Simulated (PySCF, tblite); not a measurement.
# Si₂₂H₃₄: electronic excitations, NMR shifts

Aim: compute the electronic excitations, NMR shifts of Si₂₂H₃₄.

Programs: tblite 0.8.0 and PySCF 2.14.0, with routines of our own; each step states its level. All values are computed. Atoms count from 0.

## 1. The system as given

56 atoms, charge 0, multiplicity 1; geometry from: force field, distance geometry or constructed start.

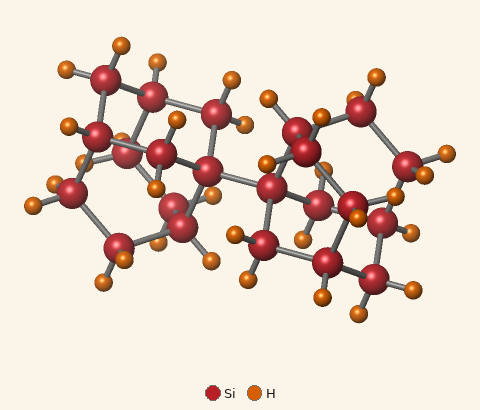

The starting geometry (silicon red, hydrogen orange).

## 2. Relaxing the molecule with GFN2-xTB

The job: settings as JSON, then the geometry in Å.

```
{"job": {"kind": "relax", "xc": "GFN2-xTB", "basis": "xTB"}, "charge": 0, "multiplicity": 1}
Si    -4.795500     0.552500     2.742000
Si    -4.803600     0.556900     0.385000
Si    -4.795200     2.769200    -0.390900
Si     2.879500     0.558700    -3.533700
Si     4.799400    -0.555500    -0.388500
Si     4.797100    -0.554800    -2.746200
Si     0.960200    -0.552600    -0.395200
Si     0.963500    -0.551600    -2.742100
Si     0.962800    -2.773600    -3.527900
Si     2.877400    -3.880900    -0.390300
Si     2.878100    -3.881300    -2.745700
Si    -2.882700    -0.556300    -0.391900
Si     2.876800     0.555000     0.396900
Si     4.802600    -2.772100     0.389200
Si    -0.962300     0.559400     2.743800
Si    -0.962000     0.554900     0.398200
Si     0.960500    -2.769600     0.392800
Si    -2.881300    -0.557700     3.526500
Si    -0.960700     2.773300    -0.389400
Si    -2.877400     3.881000     2.746300
Si    -2.882500     3.883900     0.393400
Si    -0.961000     2.773000     3.527300
H     -5.972700    -0.119900     3.230200
H     -5.144100     1.791000     3.388800
H     -5.975600    -0.121900    -0.087200
H     -4.806500     2.770600    -1.829400
H     -5.975400     3.452600     0.087400
H      2.879600     0.554900    -4.966300
H      2.880800     1.912300    -3.049500
H      5.977200     0.124900     0.091500
H      5.979700     0.125100    -3.224700
H      5.138000    -1.794000    -3.390100
H     -0.216700     0.124600    -3.225500
H      0.962200    -2.772800    -4.963800
H     -0.214500    -3.448500    -3.050800
H      2.880700    -5.235500     0.085200
H      4.123900    -3.553500    -3.394400
H      2.881100    -5.235200    -3.226200
H     -2.879100    -0.558200    -1.832000
H     -2.885000    -1.908500     0.089300
H      2.880100     0.552000     1.835700
H      2.886100     1.906300    -0.084400
H      5.981000    -3.449300    -0.091700
H      4.803000    -2.772000     1.830100
H      0.212000    -0.122800     3.226000
H     -0.217600    -3.448700    -0.091500
H      0.962500    -2.771400     1.831300
H     -2.880500    -0.551700     4.969800
H     -2.878600    -1.911500     3.047700
H     -0.958200     2.772200    -1.829900
H      0.214800     3.443000     0.091200
H     -4.118100     3.554900     3.390000
H     -2.880600     5.237300     3.223700
H     -2.883600     5.236100    -0.091100
H      0.216400     3.449400     3.049000
H     -0.960600     2.774500     4.968100
```

Started as:

```bash
$ OMP_NUM_THREADS=4 python large_run.py task.json out
```

One launch serves the whole session: the jobs run in the order shown.

Standard output:

```text
step      E/eV     max force
  0   -1496.97536    1.299
  1   -1497.32133    0.617
  2   -1497.46545    0.446
  3   -1497.51703    0.409
  4   -1497.64374    0.454
  5   -1497.75096    0.479
  6   -1497.83212    0.391
  7   -1497.86134    0.266
  8   -1497.87718    0.214
  9   -1497.89917    0.223
 10   -1497.92384    0.336
 11   -1497.94783    0.410
 12   -1497.96899    0.351
 13   -1497.98618    0.178
 14   -1497.99689    0.147
 15   -1498.00361    0.145
 16   -1498.01025    0.201
 17   -1498.01865    0.186
 18   -1498.02845    0.147
 19   -1498.03734    0.153
 20   -1498.04387    0.130
 21   -1498.04877    0.115
 22   -1498.05287    0.097
 23   -1498.05629    0.092
 24   -1498.05901    0.101
 25   -1498.06147    0.098
 26   -1498.06408    0.073
 27   -1498.06681    0.089
 28   -1498.06950    0.093
 29   -1498.07219    0.093
 30   -1498.07486    0.101
 31   -1498.07732    0.089
 32   -1498.07943    0.071
 33   -1498.08134    0.073
 34   -1498.08331    0.065
 35   -1498.08523    0.069
 36   -1498.08678    0.059
 37   -1498.08800    0.063
 38   -1498.08923    0.070
 39   -1498.09079    0.069
 40   -1498.09265    0.082
 41   -1498.09459    0.110
 42   -1498.09644    0.115
 43   -1498.09816    0.097
 44   -1498.09963    0.065
 45   -1498.10076    0.044
 46   -1498.10167    0.047
 47   -1498.10267    0.049
 48   -1498.10398    0.072
 49   -1498.10542    0.070
 50   -1498.10653    0.061
 51   -1498.10719    0.050
 52   -1498.10762    0.030
 53   -1498.10799    0.034
 54   -1498.10835    0.037
 55   -1498.10872    0.038
 56   -1498.10915    0.036
 57   -1498.10961    0.033
 58   -1498.11006    0.036
 59   -1498.11043    0.035
 60   -1498.11076    0.034
 61   -1498.11110    0.031
 62   -1498.11151    0.036
 63   -1498.11199    0.048
 64   -1498.11257    0.048
 65   -1498.11328    0.053
 66   -1498.11411    0.045
 67   -1498.11496    0.058
 68   -1498.11575    0.065
 69   -1498.11648    0.055
 70   -1498.11717    0.035
 71   -1498.11776    0.034
 72   -1498.11821    0.034
 73   -1498.11859    0.040
 74   -1498.11901    0.038
 75   -1498.11949    0.039
 76   -1498.11991    0.028
 77   -1498.12014    0.019
```

Wall time 15 s (4 threads of Arm Neoverse N1, shared host); peak memory 0.17 GiB.

Step by step:

| step | energy from step 0 (eV) | largest force (eV/Å) |
| --- | --- | --- |
| 0 | 0.0000 | 1.2986 |
| 1 | -0.3460 | 0.6169 |
| 2 | -0.4901 | 0.4453 |
| 3 | -0.5417 | 0.4091 |
| 4 | -0.6684 | 0.4543 |
| 5 | -0.7756 | 0.4790 |
| 6 | -0.8568 | 0.3914 |
| 7 | -0.8860 | 0.2660 |
| 8 | -0.9018 | 0.2140 |
| 13 | -1.0108 | 0.1784 |
| 19 | -1.0620 | 0.1532 |
| 25 | -1.0861 | 0.0982 |
| 31 | -1.1020 | 0.0889 |
| 37 | -1.1126 | 0.0633 |
| 43 | -1.1228 | 0.0974 |
| 49 | -1.1301 | 0.0694 |
| 55 | -1.1334 | 0.0383 |
| 61 | -1.1357 | 0.0313 |
| 67 | -1.1396 | 0.0584 |
| 73 | -1.1432 | 0.0397 |
| 74 | -1.1436 | 0.0382 |
| 75 | -1.1441 | 0.0391 |
| 76 | -1.1445 | 0.0285 |
| 77 | -1.1448 | 0.0194 |

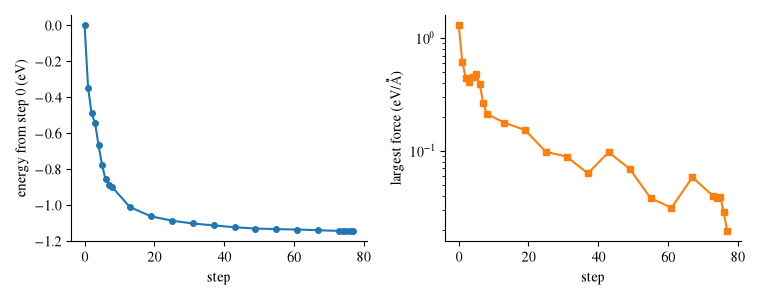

Energy and force, step by step.

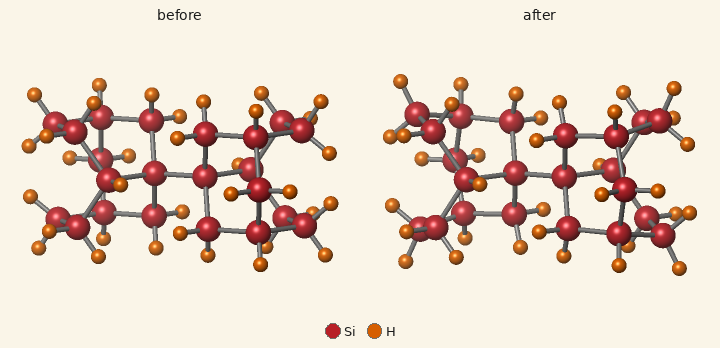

The geometry before (left) and after (right).

Close pairs (by a distance rule), those that changed most:

| bond | before (Å) | after (Å) | change (Å) |
| --- | --- | --- | --- |
| Si14–Si15 | 2.346 | 2.393 | +0.047 |
| Si6–Si7 | 2.347 | 2.393 | +0.047 |
| Si1–H24 | 1.434 | 1.478 | +0.044 |
| Si9–H35 | 1.436 | 1.479 | +0.043 |
| Si20–H53 | 1.436 | 1.478 | +0.042 |
| Si3–H27 | 1.433 | 1.471 | +0.038 |
| Si19–H51 | 1.435 | 1.473 | +0.038 |
| Si14–H44 | 1.441 | 1.478 | +0.037 |

The final coordinates are the input of the step that follows.

## 3. Electronic excitations: TDDFT PBE0/def2-SVP

The job: settings as JSON, then the geometry in Å.

```
{"job": {"kind": "uv", "basis": "def2-SVP", "grid": 1, "kgrid": 0, "vcut": 1.5, "nstates": 6, "ntriplets": 2, "tda": false, "delta": [], "pop": true, "xc": "PBE0"}, "charge": 0, "multiplicity": 1}
Si    -4.961093     0.193433     2.676243
Si    -4.873570     0.549408     0.366396
Si    -4.888353     2.822383    -0.193093
Si     2.946384     0.535886    -3.566906
Si     4.873233    -0.549339    -0.364456
Si     4.961892    -0.192492    -2.675959
Si     0.980371    -0.565153    -0.336993
Si     1.115020    -0.642506    -2.725362
Si     1.010369    -2.817756    -3.568004
Si     2.911960    -3.945645    -0.365471
Si     2.649175    -4.200244    -2.677464
Si    -2.938318    -0.466174    -0.471685
Si     2.937578     0.466225     0.473085
Si     4.889742    -2.822928     0.192743
Si    -1.115800     0.644296     2.727342
Si    -0.980416     0.565340     0.339595
Si     1.065134    -2.776784     0.471793
Si    -2.946139    -0.532649     3.567216
Si    -1.065594     2.776160    -0.471762
Si    -2.647308     4.200454     2.676584
Si    -2.912117     3.945503     0.365688
Si    -1.010495     2.818931     3.567269
H     -6.077847    -0.684012     3.047918
H     -5.321061     1.471022     3.315051
H     -6.064574    -0.075224    -0.247251
H     -5.169148     2.985224    -1.627648
H     -6.035583     3.484654     0.442635
H      2.966848     0.525167    -5.037598
H      2.782658     1.960612    -3.241888
H      6.065298     0.075134     0.248103
H      6.077918     0.687420    -3.046741
H      5.321280    -1.470458    -3.315563
H     -0.105231     0.061221    -3.174553
H      1.030585    -2.829152    -5.039059
H     -0.305248    -3.389892    -3.243638
H      2.966275    -5.290629     0.246801
H      3.936058    -3.871884    -3.316373
H      2.444696    -5.606603    -3.049151
H     -2.903664    -0.454806    -1.939250
H     -2.901894    -1.898657    -0.146392
H      2.903535     0.453800     1.940593
H      2.901265     1.898413     0.146911
H      6.036292    -3.485330    -0.444946
H      5.169656    -2.985817     1.627541
H      0.104458    -0.059409     3.175344
H     -0.193454    -3.460743     0.144702
H      1.058711    -2.741305     1.939302
H     -2.967344    -0.522503     5.037128
H     -2.782849    -1.957423     3.245260
H     -1.058082     2.739949    -1.939267
H      0.193422     3.460061    -0.145954
H     -3.933824     3.873274     3.315456
H     -2.445467     5.606764     3.047301
H     -2.965298     5.289563    -0.247915
H      0.304810     3.390919     3.245080
H     -1.029492     2.831941     5.037397
```

Level: TDDFT PBE0/def2-SVP, vertical, gas phase, core orbitals frozen in the response, virtual orbitals cut by energy.

Standard output:

```text
start: PBE on a coarse grid of 53815 points
cycle   1  E = -6383.0334702444  dE =  6.507e-01  |g| = 3.875e-01  |ddm| = 7.587e+00
cycle   2  E = -6383.0262799556  dE =  7.190e-03  |g| = 3.887e-01  |ddm| = 1.081e+00
cycle   3  E = -6383.0679756991  dE = -4.170e-02  |g| = 2.119e-01  |ddm| = 1.005e+00
cycle   4  E = -6383.0859249132  dE = -1.795e-02  |g| = 2.905e-02  |ddm| = 4.209e-01
cycle   5  E = -6383.0861795170  dE = -2.546e-04  |g| = 1.722e-02  |ddm| = 8.394e-02
cycle   6  E = -6383.0863110034  dE = -1.315e-04  |g| = 3.357e-03  |ddm| = 3.646e-02
final grid: 206961 points
cycle   7  E = -6384.7974020155  dE = -1.565e-02  |g| = 3.574e-02  |ddm| = 5.357e-01
cycle   8  E = -6384.7971940643  dE =  2.080e-04  |g| = 4.126e-02  |ddm| = 1.570e-01
cycle   9  E = -6384.7978625391  dE = -6.685e-04  |g| = 8.489e-03  |ddm| = 9.053e-02
cycle  10  E = -6384.7978863443  dE = -2.381e-05  |g| = 3.000e-03  |ddm| = 1.916e-02
cycle  11  E = -6384.7979002792  dE = -1.393e-05  |g| = 7.879e-04  |ddm| = 6.726e-03
cycle  12  E = -6384.7978974740  dE =  2.805e-06  |g| = 2.393e-04  |ddm| = 1.873e-03
cycle  13  E = -6384.7978925862  dE =  4.888e-06  |g| = 4.086e-05  |ddm| = 5.312e-04
converged SCF energy = -6384.7978925862

Static polarisability (au): isotropic 622.217, principal 555.235 557.261 754.153

Singlet excitations
state   eV       nm        f      main configurations
  1   4.6264    268.0   0.01417   H-1->L 0.95
  2   4.7373    261.7   0.29675   H->L 0.92
  3   4.8019    258.2   0.01929   H-2->L 0.93
  4   5.0512    245.5   0.00000   H-3->L 0.83, H-1->L+2 0.14
  5   5.1640    240.1   0.00356   H->L+1 0.76, H-1->L+3 0.16
  6   5.2322    237.0   0.00308   H-1->L+3 0.69, H->L+1 0.14, H-4->L 0.09

Triplet excitations (Tamm-Dancoff, eV): 4.3099 4.3735
```

Wall time 3.4 min (4 threads of Arm Neoverse N1, shared host); peak memory 3.4 GiB.

The orbitals next to the gap, with their largest atomic shares:

| orbital | eV | atoms |
| --- | --- | --- |
| HOMO−4 | -7.90 | Si13 16 %, Si2 11 %, Si9 10 % |
| HOMO−3 | -7.76 | Si7 10 %, Si14 10 %, Si8 8 % |
| HOMO−2 | -7.54 | Si7 15 %, Si14 15 %, Si6 15 % |
| HOMO−1 | -7.35 | Si15 12 %, Si6 12 %, Si11 10 % |
| HOMO | -7.33 | Si15 16 %, Si6 16 %, Si18 6 % |
| LUMO | -1.83 | Si15 14 %, Si6 14 %, Si14 6 % |
| LUMO+1 | -1.24 | Si15 12 %, Si6 12 %, Si12 8 % |
| LUMO+2 | -1.24 | Si5 6 %, Si19 6 %, Si0 6 % |
| LUMO+3 | -1.15 | Si6 14 %, Si15 14 %, Si7 10 % |

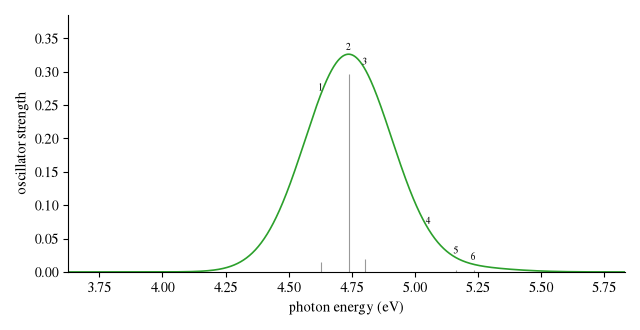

Absorption spectrum from the 6 singlet states computed; above the last one it falls off for lack of states. Lines are broadened to a width of 0.40 eV (Gaussian).

Further results of this job:

| property | computed |
| --- | --- |
| dipole moment (D) | 0.01 |
| polarisability (Å³) | 92.20 |
| HOMO–LUMO gap (eV) | 5.50 |
| −ε(HOMO) (eV) | 7.33 |

## 4. NMR shifts: GIAO KT3/pcSseg-1

Settings changed since step 3:

```diff
@@ -1,2 +1,2 @@
-{"job": {"kind": "uv", "basis": "def2-SVP", "grid": 1, "kgrid": 0, "vcut": 1.5, "nstates": 6, "ntriplets": 2, "tda": false, "delta": [], "pop": true, "xc": "PBE0"}, "charge": 0, "multiplicity": 1}
+{"job": {"kind": "nmr", "xc": "KT3", "basis": "pcSseg-1", "pop": false}, "charge": 0, "multiplicity": 1}
 Si    -4.961093     0.193433     2.676243
```

Level: GIAO KT3/pcSseg-1 NMR shielding, non-relativistic, gas phase.

Standard output:

```text
start: PBE on a coarse grid of 53815 points
cycle   1  E = -6385.7842880223  dE =  7.069e-01  |g| = 4.066e-01  |ddm| = 7.467e+00
cycle   2  E = -6385.7910990756  dE = -6.811e-03  |g| = 3.558e-01  |ddm| = 1.218e+00
cycle   3  E = -6385.8177512577  dE = -2.665e-02  |g| = 1.984e-01  |ddm| = 1.132e+00
cycle   4  E = -6385.8333171687  dE = -1.557e-02  |g| = 2.092e-02  |ddm| = 4.889e-01
cycle   5  E = -6385.8333390365  dE = -2.187e-05  |g| = 1.984e-02  |ddm| = 9.607e-02
cycle   6  E = -6385.8335058525  dE = -1.668e-04  |g| = 3.971e-03  |ddm| = 5.119e-02
final grid: 402329 points
cycle   7  E = -6440.3734899351  dE = -1.198e-01  |g| = 5.637e-01  |ddm| = 1.529e+00
cycle   8  E = -6440.3858162747  dE = -1.233e-02  |g| = 2.652e-01  |ddm| = 6.994e-01
cycle   9  E = -6440.3901421430  dE = -4.326e-03  |g| = 4.000e-02  |ddm| = 2.804e-01
cycle  10  E = -6440.3907405287  dE = -5.984e-04  |g| = 9.899e-03  |ddm| = 9.428e-02
cycle  11  E = -6440.3907752513  dE = -3.472e-05  |g| = 2.495e-03  |ddm| = 3.047e-02
cycle  12  E = -6440.3907793613  dE = -4.110e-06  |g| = 1.142e-03  |ddm| = 8.586e-03
cycle  13  E = -6440.3907783604  dE =  1.001e-06  |g| = 2.370e-04  |ddm| = 3.020e-03
cycle  14  E = -6440.3907788984  dE = -5.380e-07  |g| = 6.409e-05  |ddm| = 5.559e-04
converged SCF energy = -6440.3907788984

GIAO shielding tensors (ppm)
atom      isotropic    diamagn.    paramagn.     s11        s22        s33       span
  0 Si     477.517     884.171    -406.655    462.329    474.646    495.575     33.246
  1 Si     487.685     885.598    -397.913    478.628    484.388    500.039     21.410
  2 Si     465.040     883.270    -418.230    443.903    472.991    478.228     34.325
  3 Si     479.002     884.207    -405.205    458.949    486.016    492.041     33.092
  4 Si     487.486     885.580    -398.094    478.413    484.198    499.846     21.433
  5 Si     477.137     884.170    -407.033    462.217    474.208    494.986     32.770
  6 Si     480.417     885.592    -405.175    453.942    465.145    522.166     68.224
  7 Si     481.998     886.157    -404.159    465.287    487.178    493.529     28.243
  8 Si     478.888     884.197    -405.309    458.866    485.798    492.000     33.134
  9 Si     487.413     885.582    -398.169    478.528    484.053    499.658     21.130
 10 Si     477.034     884.175    -407.141    462.130    474.103    494.868     32.738
 11 Si     476.239     886.177    -409.938    460.435    479.426    488.856     28.421
 12 Si     476.294     886.173    -409.880    460.650    479.525    488.705     28.055
 13 Si     464.885     883.278    -418.393    443.948    472.842    477.866     33.917
 14 Si     482.395     886.163    -403.768    465.710    487.586    493.890     28.180
 15 Si     480.475     885.590    -405.115    453.932    465.179    522.314     68.382
 16 Si     476.335     886.177    -409.843    460.736    479.571    488.697     27.961
 17 Si     479.441     884.199    -404.758    459.167    486.523    492.633     33.465
 18 Si     476.342     886.184    -409.842    460.608    479.533    488.885     28.277
 19 Si     477.410     884.171    -406.761    462.294    474.494    495.442     33.148
 20 Si     487.619     885.596    -397.977    478.724    484.232    499.901     21.178
 21 Si     479.322     884.194    -404.872    458.956    486.353    492.657     33.701
 22 H       28.083      29.448      -1.365     23.575     24.840     35.835     12.259
 23 H       28.213      31.548      -3.335     24.589     27.084     32.967      8.378
 24 H       27.962      31.217      -3.255     23.955     24.134     35.796     11.841
 25 H       27.894      30.449      -2.555     24.492     24.891     34.299      9.807
 26 H       28.071      30.037      -1.965     24.271     24.897     35.046     10.775
 27 H       28.214      30.963      -2.749     24.136     25.019     35.487     11.351
 28 H       28.125      32.353      -4.228     24.074     27.109     33.192      9.119
 29 H       27.955      31.198      -3.244     23.953     24.129     35.783     11.830
 30 H       28.070      29.444      -1.374     23.568     24.833     35.809     12.241
 31 H       28.203      31.550      -3.348     24.580     27.077     32.951      8.371
 32 H       27.865      34.134      -6.269     22.678     27.461     33.457     10.779
 33 H       28.208      30.951      -2.743     24.133     25.017     35.475     11.342
 34 H       28.120      32.345      -4.225     24.071     27.101     33.186      9.115
 35 H       27.952      31.196      -3.244     23.947     24.132     35.777     11.830
 36 H       28.199      31.551      -3.353     24.575     27.076     32.945      8.370
 37 H       28.067      29.448      -1.381     23.570     24.829     35.801     12.231
 38 H       28.091      33.837      -5.746     23.367     27.766     33.139      9.772
 39 H       27.960      34.199      -6.238     23.552     27.475     32.854      9.302
 40 H       28.091      33.829      -5.738     23.364     27.769     33.140      9.776
 41 H       27.960      34.197      -6.237     23.553     27.477     32.851      9.299
 42 H       28.065      30.042      -1.977     24.270     24.892     35.034     10.764
 43 H       27.889      30.456      -2.566     24.490     24.889     34.288      9.798
 44 H       27.873      34.130      -6.257     22.679     27.465     33.476     10.797
 45 H       27.960      34.201      -6.241     23.548     27.481     32.850      9.302
 46 H       28.089      33.831      -5.741     23.361     27.770     33.137      9.776
 47 H       28.230      30.956      -2.726     24.143     25.030     35.516     11.372
 48 H       28.139      32.348      -4.209     24.085     27.113     33.220      9.135
 49 H       28.089      33.838      -5.749     23.360     27.768     33.138      9.778
 50 H       27.960      34.205      -6.245     23.549     27.480     32.852      9.303
 51 H       28.210      31.547      -3.337     24.585     27.082     32.962      8.377
 52 H       28.080      29.448      -1.368     23.575     24.838     35.827     12.252
 53 H       27.958      31.213      -3.255     23.950     24.135     35.790     11.840
 54 H       28.136      32.343      -4.207     24.083     27.109     33.216      9.133
 55 H       28.225      30.949      -2.724     24.144     25.027     35.505     11.361
```

Wall time 54 s (4 threads of Arm Neoverse N1, shared host); peak memory 1.8 GiB.

The references, computed at this level on geometries of the same kind, shield at (ppm): ¹H TMS 31.76, ²⁹Si TMS 361.7. Their shielding less the atom's gives the shift. The references are single molecules in the gas phase. Atoms listed in one row are averaged.

| atoms | environment | σ (ppm) | δ (ppm) |
| --- | --- | --- | --- |
| H32, H44 | hydrogen on a silicon bonded to 3 Si | 27.87 | 3.89 |
| H25, H43 | hydrogen on a silicon bonded to 2 Si | 27.89 | 3.87 |
| H24, H29, H35, H53 | hydrogen on a silicon bonded to 3 Si | 27.96 | 3.80 |
| H39, H41, H45, H50 | hydrogen on a silicon bonded to 2 Si | 27.96 | 3.80 |
| H26, H42 | hydrogen on a silicon bonded to 2 Si | 28.07 | 3.69 |
| H22, H30, H37, H52 | hydrogen on a silicon bonded to 2 Si | 28.08 | 3.68 |
| H38, H40, H46, H49 | hydrogen on a silicon bonded to 2 Si | 28.09 | 3.67 |
| H28, H34, H48, H54 | hydrogen on a silicon bonded to 2 Si | 28.13 | 3.63 |
| H23, H31, H36, H51 | hydrogen on a silicon bonded to 2 Si | 28.21 | 3.55 |
| H27, H33, H47, H55 | hydrogen on a silicon bonded to 2 Si | 28.22 | 3.54 |
| Si2, Si13 | silicon bonded to 2 Si, 2 H | 465.0 | -103.3 |
| Si11, Si12, Si16, Si18 | silicon bonded to 2 Si, 2 H | 476.3 | -114.6 |
| Si0, Si5, Si10, Si19 | silicon bonded to 2 Si, 2 H | 477.3 | -115.6 |
| Si3, Si8, Si17, Si21 | silicon bonded to 2 Si, 2 H | 479.2 | -117.5 |
| Si6, Si15 | silicon bonded to 4 Si | 480.4 | -118.8 |
| Si7, Si14 | silicon bonded to 3 Si, H | 482.2 | -120.5 |
| Si1, Si4, Si9, Si20 | silicon bonded to 3 Si, H | 487.6 | -125.9 |

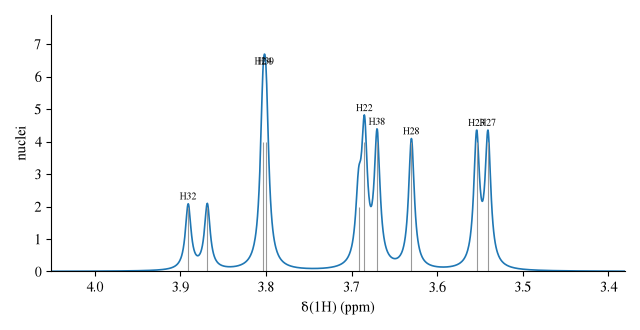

¹H lines at the computed shifts, without couplings. Lines are broadened to a width of 0.01 ppm (Lorentzian).

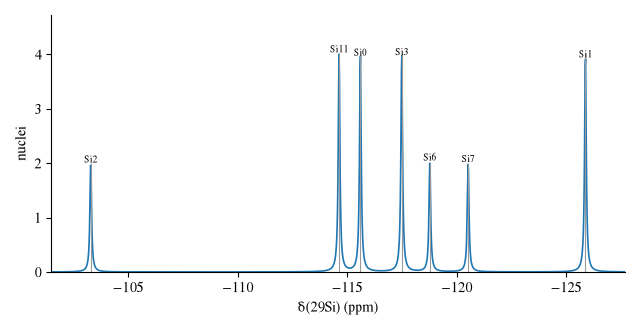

²⁹Si lines at the computed shifts, without couplings. Lines are broadened to a width of 0.09 ppm (Lorentzian).

Ring of atoms Si0, Si1, Si11, Si14, Si15, Si17: NICS(0) -2.2, NICS(1) -2.2, NICS(1)zz 3.6 ppm (means of both faces).

Ring of atoms Si1, Si2, Si11, Si15, Si18, Si20: NICS(0) -2.4, NICS(1) -2.1, NICS(1)zz 4.3 ppm (means of both faces).

## 5. Results

| quantity | value |
| --- | --- |
| lowest singlet (PBE0/def2-SVP) | 4.63 eV (268 nm), f = 0.014 |
| brightest single state of those computed | state 2, 4.74 eV, f = 0.297 |
| lowest triplet | 4.31 eV |
| ¹H shifts against TMS (KT3/pcSseg-1, means over atoms taken as alike) | 3.89, 3.87, 3.80, 3.80, 3.69, 3.68, 3.67, 3.63, 3.55, 3.54 ppm |
| ²⁹Si shifts against TMS (KT3/pcSseg-1, means over atoms taken as alike) | -103.3, -114.6, -115.6, -117.5, -118.8, -120.5, -125.9 ppm |

The lowest singlet, at 4.63 eV, is HOMO−1→LUMO 0.95 and is weak; of the 6 states computed, the strongest absorption comes from state 2 at 4.74 eV. The lowest triplet lies 0.32 eV below the lowest singlet (triplets in Tamm-Dancoff, singlets in full TDDFT). At KT3/pcSseg-1: The largest span, 68 ppm, is at Si6, Si15, where the paramagnetic term is -405 ppm.
